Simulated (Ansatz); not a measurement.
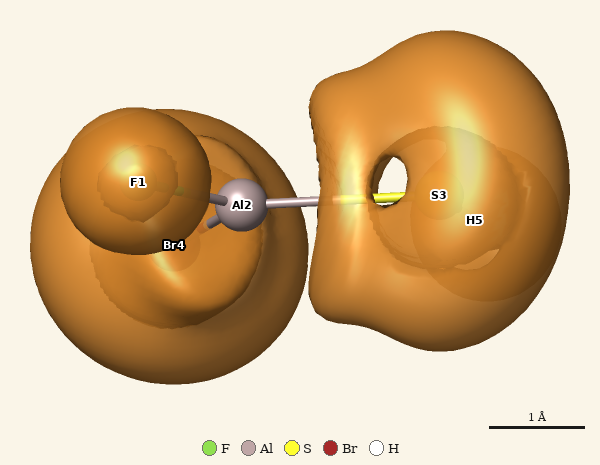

The picture shows: AlBrFHS (SMILES [F][Al]([SH])[Br]). Isosurface of the ELF at 0.75 (orange), seen from one side. Only the valence region is drawn (cores and ρ < 0.01 e/Å³ removed).

Geometry: PBE0-D4/def2-TZVP.

All numbers below come from Ansatz, RKS PBE0-D4/def2-TZVPP.

```csv
atom,x (Å),y (Å),z (Å)
F,-1.0425,-1.6770,0.9539
Al,-0.4093,-0.4127,0.1275
S,1.5804,0.2419,0.6403
Br,-1.6256,0.5608,-1.4734
H,1.5469,1.2133,-0.2897
```

Question: What do the ELF domains correspond to?

Answer: The surface consists of one region on Br in which the atom's valence shell and bonds are merged, one region wrapped around F (its valence shell) and one joined region spread over several atoms (H, S), in which their bonds and any lone pairs are merged. Profiles from the grid: Al–F (1.64 Å): the ELF peaks at about 0.85 in the valence shell of F, 0.6 Å from its nucleus, and is about 0.35 at the midpoint. Al–S (2.16 Å): the ELF peaks at about 0.90 in the valence shell of S, 1.0 Å from its nucleus, and is about 0.90 at the midpoint.
